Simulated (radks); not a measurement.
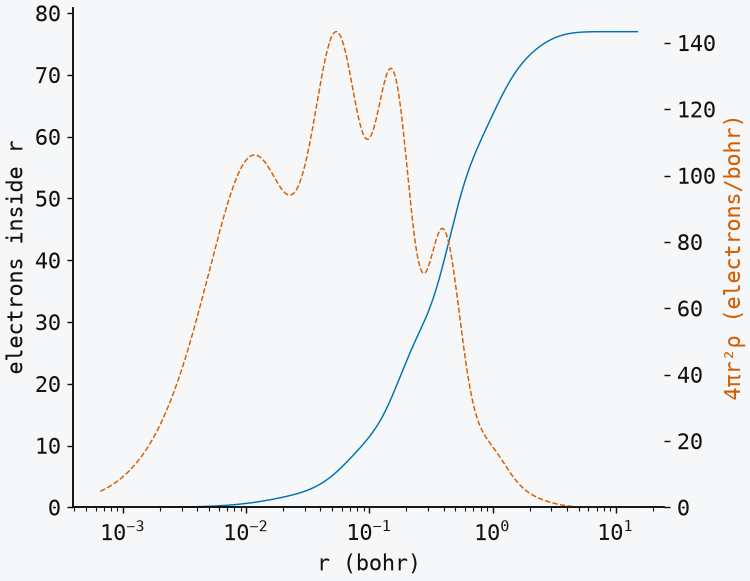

The neutral iridium atom; electrons: [Xe] 4f14 5d7 6s2 (high spin). It sits in a hard spherical wall of radius 15 bohr. All numbers are computed, not measured: scalar-relativistic Kohn-Sham, LDA (Slater exchange, VWN5 correlation), spin-polarised, spherical densities, point nucleus (the in-house radial solver radks).

The plot shows the number of electrons inside radius r (solid) and the radial density 4πr²ρ (dashed).

Read the plot.

Answer. The count levels off at 77 electrons. Half of them lie within 0.387 bohr, 90 % within 1.41 bohr and 99 % within 3.43 bohr. The radial density has minima at 0.0226, 0.0963 and 0.277 bohr, where the count stands at 1.9, 11.0 and 30.0; these part the shells that the density resolves.
